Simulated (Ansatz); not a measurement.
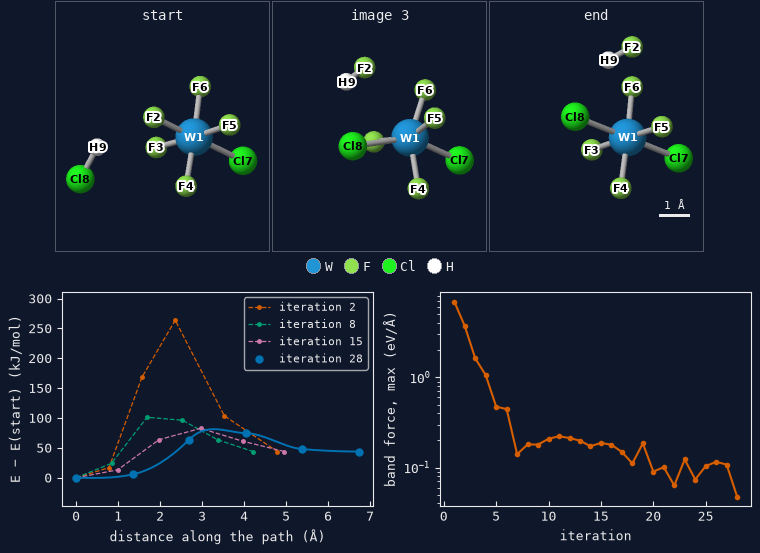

A search for the minimum-energy path of WHCl₂F₅, made up at the start of WClF5 and HCl by the nudged elastic band. Images are numbered from 0 (start) to 5 (end). The plot follows the band through its iterations. The picture is a ball-and-stick view, seen at a tilt.

Level of theory: Ansatz 0.2.0, RKS PBE-D4/def2-SVP. Run with 4 movable images; no climbing image; force threshold 0.05 eV/Å; iteration limit 60; starting path through a guess of the saddle point.

Judge this run.

Answer. The run is converged, with reservations. The band converged in 28 iterations. The largest component of the band force went from 7 to 0.048 eV/Å. No image climbed, so the highest image needn't lie on the saddle point, and the true maximum along this path can be higher. The first iteration put the highest image at 493.7 kJ/mol. Forward barrier 74.7 kJ/mol, backward barrier 30.8 kJ/mol, with image 3 at the top; the reaction energy is +43.9 kJ/mol.

Limits of the set-up: the start holds two separate molecules, 2.2 Å apart at their closest, whose relative position is a soft coordinate.

The run took 4.3 min on 4 threads of Arm Neoverse V2, on a shared host, peak memory 0.25 GiB.
